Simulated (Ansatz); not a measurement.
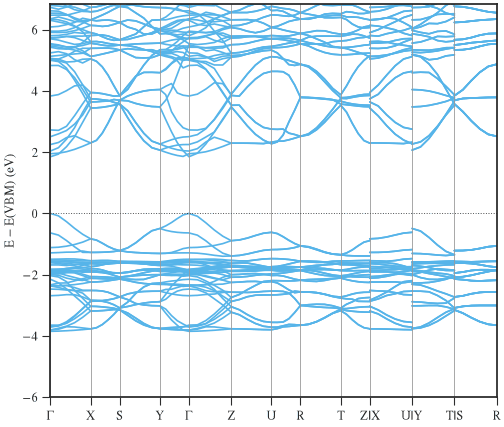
*Band structure from PBEsol (plane waves, PAW; program Ansatz)*

Task: Read off the gap and where the band edges lie.

Result: About 1.9 eV (1.85 eV by a search for the band edges); maximum at Γ, minimum at Γ.

The material is CsPbBr3 in space group Pnma (No. 62; Cs on 4c, Pb on 4a, Br on 4c, Br on 8d).

Symmetry was held in the PBEsol relaxation. Spin–orbit coupling is left out wherever it is not named.

Potentials: the later of the program's two PAW sets.
